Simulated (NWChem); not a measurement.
# A workflow on the pair ZnNH3O···ZnF2

We compute the energy (singlet Zn2NH3OF2, MP2/pcseg-1), then the energy (singlet ZnNH3O, MP2/pcseg-1), then a single-point energy (singlet ZnF2, MP2/pcseg-1), then a single-point energy (singlet ZnNH3O, MP2/pcseg-1), then a single-point energy (singlet ZnF2, MP2/pcseg-1) of F2H3NOZn2 and its partners. 

The calculation is run with NWChem 7.3.0.

**1. The structure to begin with**

Zn2NH3OF2 has 9 atoms, charge 0, and is taken as a singlet. The two molecules were placed rigidly side by side, at 1.3 times their contact distance; the pair isn't optimised.

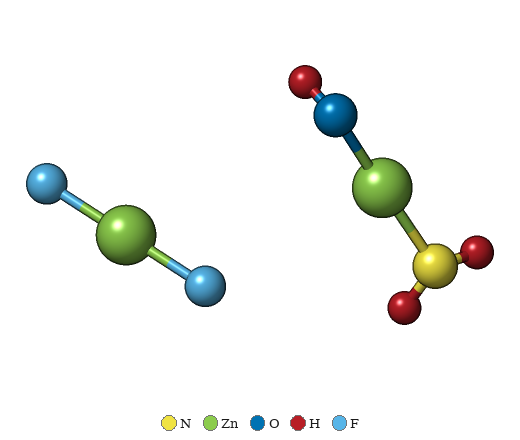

Viewed from a chosen angle; nitrogen yellow, zinc green, oxygen blue, hydrogen red, fluorine blue.

**2. The energy at MP2/pcseg-1 (run 1)**

The input, f2h3nozn2.nw:

```
start f2h3nozn2
title "F2H3NOZn2 mp2"
memory stack 880 mb heap 220 mb global 1100 mb
charge 0

geometry noautosym nocenter noautoz
 N       -1.026280       0.100300      -1.005980
 Zn       0.320220      -0.226600       0.158120
 O        1.674720      -0.755000       1.169820
 H       -0.917080       0.915100      -1.593980
 H       -1.957180       0.126500      -0.612880
 H        1.905620      -0.160300       1.884920
 F       -2.223590      -0.476390       2.870960
 Zn      -1.833140      -0.003360       4.490260
 F       -1.442790       0.470340       6.109410
end

basis spherical bse
 * library pcseg-1
end

scf
 singlet
 rhf
 thresh 1e-08
 maxiter 80
 print low
end

mp2
 freeze core 14
 tight
end

task mp2
```

Started as:

```
$ nwchem f2h3nozn2.nw > f2h3nozn2.out
```

The log of the run:

```text
[...]
  functions       =   133
[...]
  wavefunction    = RHF
[...]
         Total SCF energy =  -3885.053972777067
      One-electron energy =  -6631.725010247679
      Two-electron energy =   2144.343764009313
 Nuclear repulsion energy =    602.327273461299
        Time for solution =     49.0s
[...]
          Total MP2 energy         -3886.421982349490
[...]
```

Wall time 62 s (1 thread of AMD EPYC 7R13 (Zen 3), shared host); peak memory 1 GiB.

**3. ZnNH3O: the energy at MP2/pcseg-1 (run 2)**

The input, nw.nw:

```
start nw
title "H3NOZn energy"
memory total 2200 mb

geometry noautosym nocenter noautoz
 N       -1.026280       0.100300      -1.005980
 Zn       0.320220      -0.226600       0.158120
 O        1.674720      -0.755000       1.169820
 H       -0.917080       0.915100      -1.593980
 H       -1.957180       0.126500      -0.612880
 H        1.905620      -0.160300       1.884920
end

basis spherical bse
 * library pcseg-1
end

scf
 thresh 1e-08
 maxiter 80
 noprint "final vectors analysis"
end

mp2
 freeze core 7
 tight
end

task mp2 energy
```

Started as:

```
$ nwchem nw.nw > nw.out
```

The log of the run:

```text
[...]
  functions       =    74
[...]
  wavefunction    = RHF
[...]
         Total SCF energy =  -1908.602646314778
      One-electron energy =  -3017.161553225543
      Two-electron energy =    932.077161626631
 Nuclear repulsion energy =    176.481745284133
        Time for solution =     20.7s
[...]
          Total MP2 energy         -1909.290499210116
[...]
```

Run time: 26 s. Hardware: 1 thread of AMD EPYC 7R13 (Zen 3), shared host; peak memory 0.18 GiB.

**4. ZnF2: the energy at MP2/pcseg-1 (run 3)**

The input, f2zn.nw:

```
start f2zn
title "F2Zn energy"
memory stack 880 mb heap 220 mb global 1100 mb
geometry units au noautosym nocenter noautoz
 F   -4.20197611  -0.90024663   5.42532811
 Zn  -3.46413255  -0.00634948   8.48536163
 F   -2.72647796   0.88881379  11.54511168
end
basis "ao basis" spherical bse
 F library pcseg-1
 Zn library pcseg-1
end
scf
 thresh 1e-08
 maxiter 80
 noprint "final vectors analysis"
end
mp2
 freeze core 7
 tight
end
task mp2 energy
```

Started as:

```
$ nwchem f2zn.nw > f2zn.out
```

The log of the run:

```text
[...]
  functions       =    59
[...]
  wavefunction    = RHF
[...]
         Total SCF energy =  -1976.448339999037
      One-electron energy =  -3117.986132284468
      Two-electron energy =    964.135066261535
 Nuclear repulsion energy =    177.402726023896
        Time for solution =     13.9s
[...]
          Total MP2 energy         -1977.128293181308
[...]
```

It took 17 s on 1 thread of AMD EPYC 7R13 (Zen 3), shared host; peak memory 0.14 GiB.

**5. ZnNH3O among ghost functions: a single-point energy at MP2/pcseg-1 (with ghost functions) (run 4)**

The input, calc.nw:

```
start calc
title "H3NOZn mp2"
memory total 2200 mb
charge 0
geometry units au noautosym nocenter noautoz
  N   -1.93938813   0.18953953  -1.90102669
  Zn   0.60512810  -0.42821194   0.29880349
  O    3.16476214  -1.42674322   2.21063942
  H   -1.73303003   1.72928838  -3.01218565
  H   -3.69853418   0.23905035  -1.15817535
  H    3.60109990  -0.30292310   3.56198257
  bqF     -4.201976    -0.900247     5.425328
  bqZn    -3.464133    -0.006349     8.485362
  bqF     -2.726478     0.888814    11.545112
end
basis spherical bse
  N library pcseg-1
  Zn library pcseg-1
  O library pcseg-1
  H library pcseg-1
  bqF library F pcseg-1
  bqZn library Zn pcseg-1
end
scf
  thresh 1e-08
  maxiter 80
  noprint "final vectors analysis"
end
mp2
  freeze core 7
  tight
end
task mp2 energy
```

Started as:

```
$ nwchem calc.nw > calc.out
```

The log of the run:

```text
[...]
  functions       =   133
[...]
  wavefunction    = RHF
[...]
         Total SCF energy =  -1908.602841386388
      One-electron energy =  -3017.154324077836
      Two-electron energy =    932.069750314519
 Nuclear repulsion energy =    176.481732376930
        Time for solution =     37.5s
[...]
          Total MP2 energy         -1909.290921235546
[...]
```

Wall time 48 s (1 thread of AMD EPYC 7R13 (Zen 3), shared host); peak memory 0.68 GiB.

**6. ZnF2 among ghost functions: the energy at MP2/pcseg-1 (with ghost functions) (run 5)**

The input, mol.nw:

```
start mol
title "F2Zn"
memory 2200 mb

geometry units angstroms noautosym nocenter noautoz
  F     -2.223590    -0.476390     2.870960
  Zn    -1.833140    -0.003360     4.490260
  F     -1.442790     0.470340     6.109410
  bqN     -1.026280     0.100300    -1.005980
  bqZn     0.320220    -0.226600     0.158120
  bqO      1.674720    -0.755000     1.169820
  bqH     -0.917080     0.915100    -1.593980
  bqH     -1.957180     0.126500    -0.612880
  bqH      1.905620    -0.160300     1.884920
end

basis "ao basis" spherical bse
  F library pcseg-1
  Zn library pcseg-1
  bqN library N pcseg-1
  bqZn library Zn pcseg-1
  bqO library O pcseg-1
  bqH library H pcseg-1
end

scf
  thresh 1e-08
  maxiter 80
  noprint "final vectors analysis"
end

mp2
  freeze core 7
  tight
end

task mp2 energy
```

Started as:

```
$ nwchem mol.nw > mol.out
```

The log of the run:

```text
[...]
  functions       =   133
[...]
  wavefunction    = RHF
[...]
         Total SCF energy =  -1976.448892800257
      One-electron energy =  -3117.957646725451
      Two-electron energy =    964.106015091239
 Nuclear repulsion energy =    177.402738833955
        Time for solution =     37.4s
[...]
          Total MP2 energy         -1977.129267508121
[...]
```

Wall time 49 s (1 thread of AMD EPYC 7R13 (Zen 3), shared host); peak memory 0.69 GiB.

**7. Summary of results**

```
                                                                                                                  quantity           value
                                                                                          run 1, MP2/pcseg-1: total energy  -3886.42198 Eh
                                                          run 1, MP2/pcseg-1: correlation energy (14 core orbitals frozen)     -1368.0 mEh
                                                                                                      ZnNH3O: total energy  -1909.29050 Eh
                                                                       ZnNH3O: correlation energy (7 core orbitals frozen)      -687.9 mEh
                                                                                                        ZnF2: total energy  -1977.12829 Eh
                                                                         ZnF2: correlation energy (7 core orbitals frozen)      -680.0 mEh
                                                                                ZnNH3O among ghost functions: total energy  -1909.29092 Eh
                                                 ZnNH3O among ghost functions: correlation energy (7 core orbitals frozen)      -688.1 mEh
                                                                                  ZnF2 among ghost functions: total energy  -1977.12927 Eh
                                                   ZnF2 among ghost functions: correlation energy (7 core orbitals frozen)      -680.4 mEh
              interaction energy of the rigid parts ZnNH3O and ZnF2 (parts in their own basis; closest atoms 3.55 Å apart)       -0.087 eV
interaction energy of the rigid parts ZnNH3O and ZnF2 (parts in the whole basis, counterpoise; closest atoms 3.55 Å apart)       -0.049 eV
```

What this shows: The interaction energy of the rigid parts ZnNH3O and ZnF2 (parts in their own basis; closest atoms 3.55 Å apart) is −0.09 eV (−2.0 kcal/mol): the parts attract. Without counterpoise this holds the superposition error of the basis. The interaction energy of the rigid parts ZnNH3O and ZnF2 (parts in the whole basis, counterpoise; closest atoms 3.55 Å apart) is −0.05 eV (−1.1 kcal/mol): the parts attract. The basis-set superposition error is 3.7 kJ/mol. Mulliken charges (ZnNH3O) run from -0.81 on N1 to +1.04 on Zn2. Mulliken charges (ZnF2) run from -0.67 on F1 to +1.35 on Zn2.
